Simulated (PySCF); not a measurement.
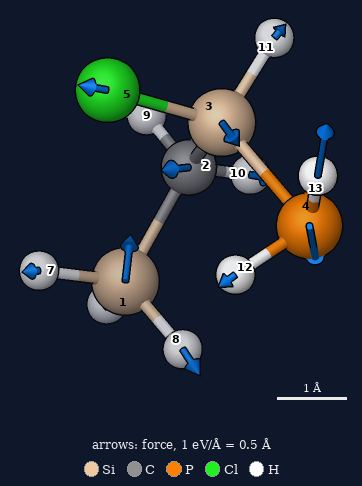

Starting geometry of CH₈ClPSi₂ with the computed forces as blue arrows. Style: ball-and-stick. Shown from a free direction.

The start comes from GFN2-xTB. Its atoms were then displaced at random by about 0.01 Å.

These are results of PBE0-D3(BJ)/def2-SVP geometry optimisation, gas phase (PySCF 2.14.0, density-fitted response routines), not measurements. 

**What follows when this structure is relaxed?**

It isn't relaxed: the largest force vector, on the P atom, is 2.71 eV/Å. The final displacements have little in common with the starting forces (cosine between the two patterns 0.21). Over 8 geometry steps the energy falls by 24.4 kJ/mol. The atom that moves furthest after the best rigid fit is an H atom (0.26 Å). Largest moves by element: H 0.26 Å, P 0.14 Å, Cl 0.13 Å, Si 0.07 Å, C 0.04 Å. Among the contacts that change: H–P 1.328 → 1.429 Å, H–Si 1.440 → 1.496 Å, Cl–Si 2.031 → 2.081 Å, H–Si 1.459 → 1.492 Å. Among the angles between lasting bonds that change: C–Si–H 106.4° → 109.9°, H–Si–H 112.1° → 108.8°, H–Si–H 111.0° → 108.5°. The run took 100 s on 1 thread of Arm Neoverse N1 (shared host).
